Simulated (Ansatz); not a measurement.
# C3H9AlSi: the cost of one run

All numbers below are computed with Ansatz 0.2.0 (RHF/6-31G).

### Step 1. Starting point

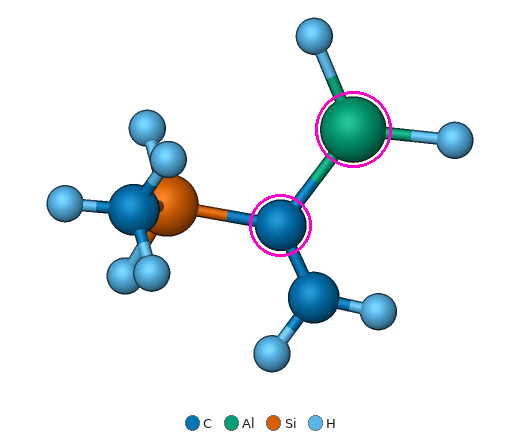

The starting structure, seen from a chosen angle (carbon blue, aluminium teal, silicon orange, hydrogen blue). Ringed: C2, Al3.

Coordinates:

```xyz
14

C    -1.5082   -0.3047    1.2786
C    -0.4560   -0.5715    0.5819
Al    1.0326   -1.4725    1.4486
Si   -0.1961   -0.0676   -1.1924
C     0.5866    1.5706   -1.3017
H    -1.6541   -0.5091    2.3137
H    -2.3533    0.2646    0.7930
H     2.4291   -1.7741    0.6235
H     0.9709   -1.8630    3.0457
H     0.5357   -1.0824   -1.8763
H    -1.6059    0.0183   -1.7967
H     1.6056    1.5114   -0.7963
H     0.6469    1.9021   -2.3625
H    -0.0467    2.3486   -0.7302
```

### Step 2. Relaxing end A

Input file input.yaml:

```yaml
crystal:
  periodic: [false, false, false]
  atoms:
    - { symbol: C, position_ang: [-1.5082, -0.3047, 1.2786] }
    - { symbol: C, position_ang: [-0.456, -0.5715, 0.5819] }
    - { symbol: Al, position_ang: [1.0326, -1.4725, 1.4486] }
    - { symbol: Si, position_ang: [-0.1961, -0.0676, -1.1924] }
    - { symbol: C, position_ang: [0.5866, 1.5706, -1.3017] }
    - { symbol: H, position_ang: [-1.6541, -0.5091, 2.3137] }
    - { symbol: H, position_ang: [-2.3533, 0.2646, 0.793] }
    - { symbol: H, position_ang: [2.4291, -1.7741, 0.6235] }
    - { symbol: H, position_ang: [0.9709, -1.863, 3.0457] }
    - { symbol: H, position_ang: [0.5357, -1.0824, -1.8763] }
    - { symbol: H, position_ang: [-1.6059, 0.0183, -1.7967] }
    - { symbol: H, position_ang: [1.6056, 1.5114, -0.7963] }
    - { symbol: H, position_ang: [0.6469, 1.9021, -2.3625] }
    - { symbol: H, position_ang: [-0.0467, 2.3486, -0.7302] }
basis:
  gaussian: { orbitals: "6-31G" }
hamiltonian:
  xc: hf
relax:
  f_tol: 0.015
  max_steps: 40
output:
  orbitals: {}
```

On the command line:

```bash
ansatz run input.yaml --threads 1 --pin off --max-ram 2048MiB --backend cpu --events-out ev --progress --plain --runs-dir out
```

What time and memory should one allow on 1 thread of Arm Neoverse V1, shared host?

About 25 s, with a peak of 0.15 GiB.
